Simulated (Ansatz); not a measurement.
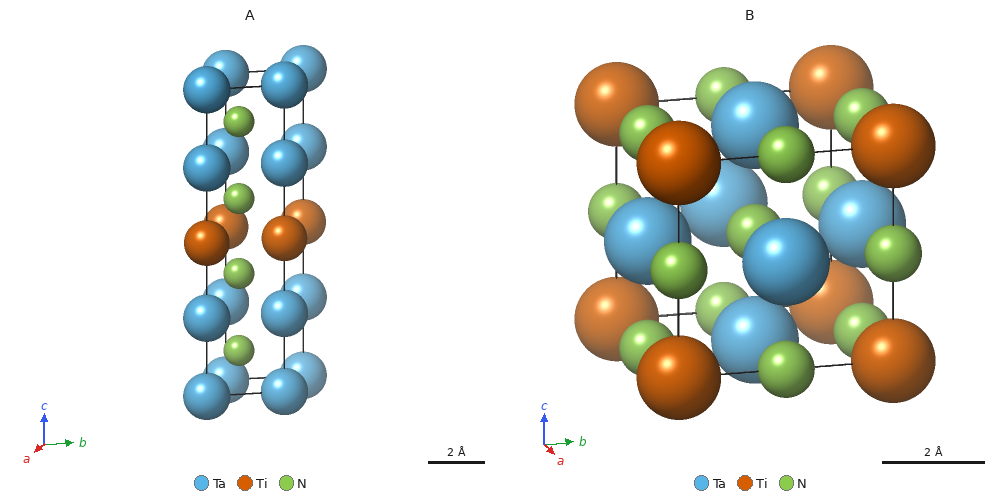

Two structures of Ta3TiN4, each relaxed to rest (conventional cells in solid outline, small ones repeated, not to one scale). Method: DFT PBE, scalar-relativistic, plane waves, PAW (Ansatz 0.2.0), without spin polarisation.

**Name structures A and B.**

A: 8 atoms a cell on a primitive hexagonal lattice, P-6m2. B: 8 atoms a cell on a primitive cubic lattice, Pm-3m.

**Which polymorph is favoured?**

A is lower, by 122 meV/atom at this level of theory (energies at zero smearing). Volumes: A 10.7, B 10.5 Å³/atom.

One or both may be structure types tried for this composition rather than known phases.
